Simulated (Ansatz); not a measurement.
Electronic density of states of amorphous In$_{24}$O$_{41}$Nb$_{2}$, density 6.34 g/cm³, on a 2×2×2 Γ-centred mesh with a Gaussian width of 0.1 eV; energies count from the Fermi level, whose place inside the gap is arbitrary. Cell and mesh are small, so fine structure isn't converged. All values below come from PBE, scalar-relativistic without spin-orbit coupling (plane waves to 420 eV, PAW; Ansatz, a program for electronic structure). Sampling: a 2×2×2 Γ-centred mesh; Fermi-Dirac width 0.02 eV; no spin polarisation. At PBE the levels at the filled edge of the gap are localised (band-tail or defect states).

It comes from a melt-quench run on a machine-learned potential (CHGNet), relaxed afterwards by DFT. O atoms were pushed apart under 1.9 Å during the dynamics, to hinder bonds among them. The hot cell started wider than the set density and was brought back towards it in steps. It is the lowest in DFT energy of 2 quenches. It is a model cell: composition and starting density were chosen by hand, and all elements were melted together. No dispersion term was used. Its density started from a set value of 6.32 and ended at 6.34 g/cm³. The quench (nominally 280 K/ps over its main leg) was far faster than any real one, so the model tends to hold more defects than a real film. Values belong to this one cell and scatter from quench to quench. Volume and shape were free in the relaxation. On a 2×2×2 Γ-centred mesh force components of up to 0.14 eV/Å stay, since the relaxation ran on the zone centre alone.

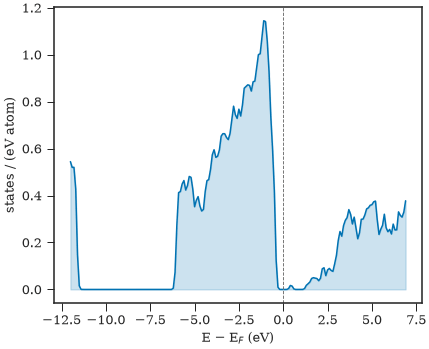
Fig. 1. Density of states per atom

The level gap on this mesh is 0.91 eV; the broadening fills part of it in the curve.
